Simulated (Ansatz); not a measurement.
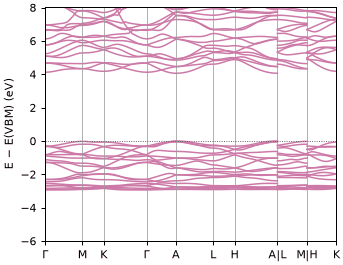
Band structure from r²SCAN in the plane-wave PAW code Ansatz

Problem. Read off the gap and where the band edges lie.

Solution. About 4.1 eV (4.06 eV by a search for the band edges); maximum at A, minimum at A.

The material is TiO2 in space group P3_121 (No. 152; Ti on 3a, O on 6c).

The first step of the workflow began from a Materials Project structure, measured or hypothetical; the Crystallography Open Database files this formula in space group No. 152, but the cells were not matched. It is not the phase usual at ambient conditions (space group No. 61, 136, 141). Symmetry was held in the r²SCAN relaxation. At this level the phase is dynamically unstable (imaginary phonons). The run is not spin-polarised.

Potentials: the earlier of the program's two PAW sets.
